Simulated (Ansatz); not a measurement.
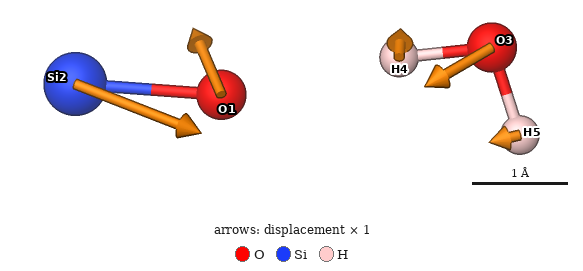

This is a relaxation of SiH$_{2}$O$_{2}$. The starting structure is drawn; orange arrows show the displacements, at their true length. The two geometries are superimposed by the best rigid fit.

The picture is a ball-and-stick view, seen at a tilt.

It is one of the separated reactants of a reaction.

Theory: RKS PBE0-D4/def2-TZVP in Ansatz 0.2.0. Settings: force threshold 0.005 eV/Å; at most 200 steps.

**Atoms of which element are displaced furthest, and by how much?**

Silicon: up to 1.53 Å, against 0.98 Å for oxygen.

**What did the optimiser do to the structure, and how much energy did it gain?**

Si2 moves most after the best rigid fit: 1.53 Å. Largest moves by element: Si 1.53 Å, O 0.98 Å, H 0.47 Å. Near-neighbour distances that change, for instance: Si2–O3 4.407 → 2.382 Å, O1–Si2 1.546 → 1.523 Å, O3–H4 0.982 → 0.970 Å, O3–H5 0.974 → 0.962 Å. Bond angles that change, for instance: H4–O3–H5 101.4° → 107.3°. After 44 accepted moves (51 points after the start) the energy has fallen by 3.91 kcal/mol. The largest force component goes from 1.4 to 0.0037 eV/Å. The line search rejected the trial steps at points 5, 7, 24, 36, 42, 45, 50 of the run. The forces were under the threshold at step 14, but the run went on from there.
